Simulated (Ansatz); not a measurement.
The calculation's input:

```
basis:
  gaussian:
    orbitals: def2-TZVPD
crystal:
  periodic: [false, false, false]
  atoms:
    - symbol: Al
      position_ang: [2.109472, -1.479851, -1.462843]
    - symbol: Si
      position_ang: [-0.195348, -2.046258, -1.603858]
    - symbol: Si
      position_ang: [2.868765, -0.277387, 0.535758]
    - symbol: H
      position_ang: [-0.864027, -2.771845, -2.724185]
    - symbol: H
      position_ang: [-1.201469, -1.715218, -0.552261]
    - symbol: H
      position_ang: [3.053247, -1.903179, -2.665314]
    - symbol: H
      position_ang: [3.922999, -1.049802, 1.266946]
    - symbol: H
      position_ang: [3.462518, 1.049983, 0.177554]
    - symbol: H
      position_ang: [1.744587, -0.028455, 1.490376]
magnetization:
  spin_polarized: true
  initial_magnetization: 1
hamiltonian:
  xc: {name: PBE0}
output:
  forces: true
  orbitals: {seedname: orbitals}
```

Run with:

```sh
ansatz run input.yaml --threads 2 --pin off --max-ram 4350MiB --events-out events.jsonl --progress --plain --runs-dir runs
```

Geometry: B3LYP-D3(BJ)/def2-SVP.

All numbers below come from Ansatz, isolated molecule in a Gaussian basis; Kohn-Sham density functional theory, functional PBE0.

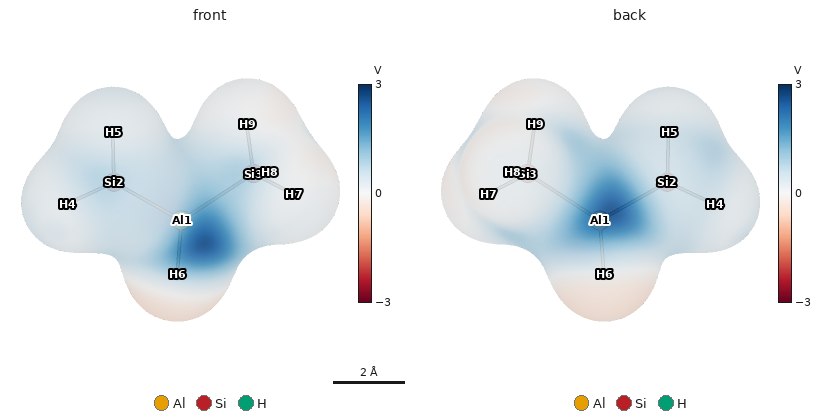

AlH6Si2 (SMILES [SiH2][AlH][SiH3]) (doublet). The electrostatic potential painted on the density surface at 0.002 e/bohr³, seen from the front and from behind; the colour scale runs from red (negative) to blue (positive).

Which sites attract a positive test charge, and which a negative one?

A positive charge is drawn to the negative regions and a negative charge to the positive ones. The most negative region (about −0.3 V) lies over H6, the most positive (about +2.5 V) over Al1.

How polar is the molecule by this calculation?

Its dipole moment is 0.49 D.
